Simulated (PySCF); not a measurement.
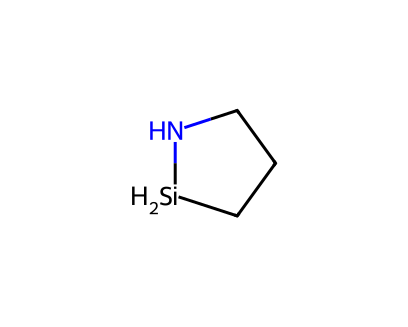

(Drawn from a calculation with PySCF.)

2D structure.

### Give its SMILES.

C1CN[SiH2]C1

### Give the formula, hydrogens included.

C3H9NSi.
